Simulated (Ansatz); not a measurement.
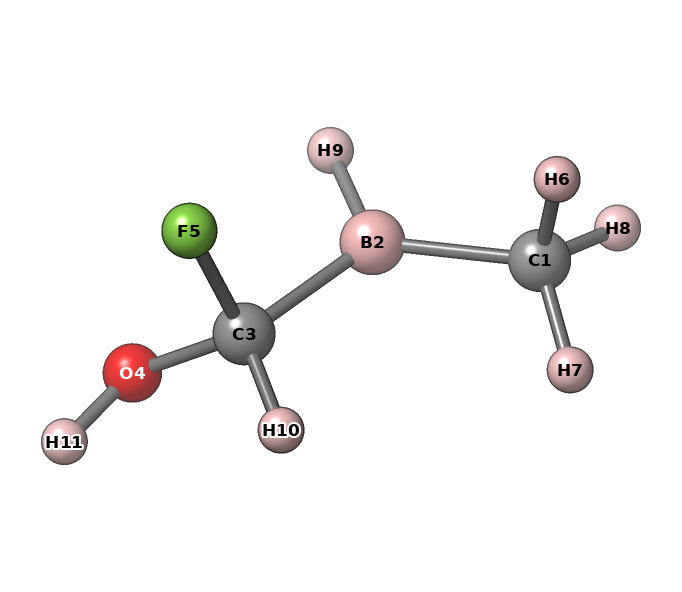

Distant atoms are faded towards the background colour. The geometry was computed by an optimisation with PBE0-D4/def2-TZVP. No frequency run is at hand to confirm it as a minimum.

**Which atoms or bonds are stereogenic?**

Centres: C3.

**Give the R/S and E/Z labels.**

C3: R (priorities F5 > O4 > B2 > H10).

**Give a SMILES with the stereochemistry.**

CB[C@H](O)F
